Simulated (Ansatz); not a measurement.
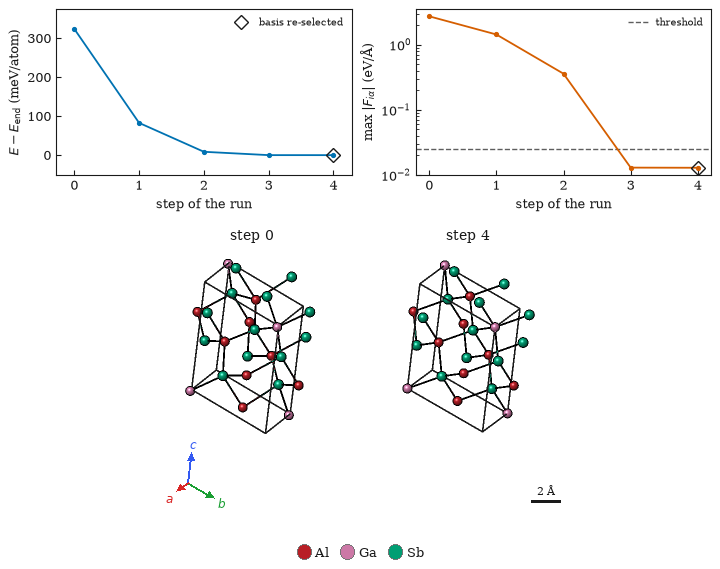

First and last geometry of a relaxation of a crystal of Al$_{3}$GaSb$_{4}$ (a generated structure, set up in P1) (coarse preliminary run), with the history of the run. The picture is a ball-and-stick view of the cell of the calculation, seen slightly off an axis.

Method: Ansatz 0.2.0, DFT PBE, scalar-relativistic, plane waves, PAW. Settings: plane-wave cutoff 420 eV; k-point mesh 4 × 4 × 4; occupations gaussian; smearing width 0.1 eV; no spin polarisation; cell and atoms relaxed; force threshold 0.025 eV/Å; at most 60 steps.

> What do the curves and the structures tell?

It converged. The largest move relative to the cell is that of an Al atom, 0.43 Å along [0 −1 1]. Largest moves by element: Al 0.43 Å, Sb 0.40 Å, Ga 0.25 Å. The drawn cell changes as follows: a 6.142 → 6.210 Å (+1.1 %), b 6.171 → 6.229 Å (+0.9 %), c 7.819 → 7.610 Å (−2.7 %), α 114.7° → 114.2°, β 114.7° → 114.0°, γ 89.4° → 90.1°; the volume changes by +0.3 %. Near-neighbour distances that change, for instance: Al–Sb 3.144 → 2.692 Å, Al–Sb 3.075 → 2.693 Å, Al–Sb 2.385 → 2.691 Å, Al–Sb 2.423 → 2.692 Å. Among the angles between lasting bonds that change: Al–Sb–Ga 129.7° → 109.6°, Al–Sb–Ga 89.5° → 109.5°, Sb–Al–Sb 90.1° → 109.2°. Within 0.06 Å the space group is P1 at the start and I-42m at the end; at a tighter tolerance small leftover displacements or strains of the cell lower it. After 3 accepted moves (4 points after the start) the energy has fallen by 324 meV per atom. The largest force component goes from 2.7 to 0.013 eV/Å. The pressure goes from 2.73 to 0.11 GPa. At 1 point the geometry stayed and the basis and grid were re-selected for the new cell (energy shift of less than 0.05 meV per atom at most each time). The run took 45 s on 4 threads of Arm Neoverse V2 (shared host), peak memory 0.79 GiB.
